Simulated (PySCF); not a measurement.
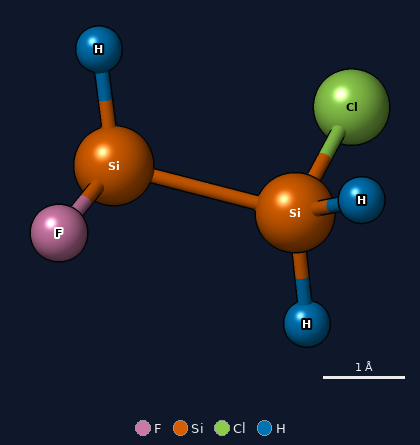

*The input geometry (ball-and-stick view, seen at a tilt).*

**Single-point calculation of Si₂H₃ClF**

- system: Si₂H₃ClF, multiplicity 2
- method: MP2/pc-1, UHF (PySCF 2.14.0)

The geometry comes from this level: PBE0-D4/def2-TZVP.

## The program's output
```
WARN: HOMO -0.113327759296009 >= LUMO -0.113327759296009

converged SCF energy = -1138.54856522762  <S^2> = 0.75541073  2S+1 = 2.0054034
E(UMP2) = -1139.03271330036  E_corr = -0.484148072737925
E(SCS-UMP2) = -1139.02602930835  E_corr = -0.477464080733177
Final energy -1139.0327133003552
```

The run was set up as follows.

## Input (job.py)
```python
# F[SiH][SiH2]Cl
from pyscf import gto, scf, mp

system = gto.M(
    atom='''
F     -0.711100    -1.904300     1.447600
Si    -0.864900    -1.133800     0.042900
Si     0.757100     0.544300    -0.177200
Cl     0.253100     1.504900    -1.930300
H     -2.255700    -0.597500    -0.021700
H      0.767100     1.548800     0.918100
H      2.115800    -0.030600    -0.325200
''',
    basis='pc-1',
    verbose=3,
    max_memory=1860,
    spin=1,
)

mf = scf.UHF(system)
mf.conv_tol = 1e-10
mf.kernel()
if not mf.converged:
    mf = mf.newton().run(mf.mo_coeff, mf.mo_occ)

pt = mp.MP2(mf, frozen=16).run()
e_final = pt.e_tot
print('Final energy', e_final)
```

Command:
```bash
OMP_NUM_THREADS=1 python job.py
```

## Results in brief

```tsv
quantity	value
outcome	converged
total energy	−1139.032713 hartree
SCF energy	−1138.548565 hartree
correlation energy	−0.484148 hartree
basis functions	83
⟨S²⟩	0.755
hardware	1 thread of Intel Xeon (Sapphire Rapids), 16 GiB of memory available, shared host
wall time	2.9 s
peak memory	0.19 GiB
```
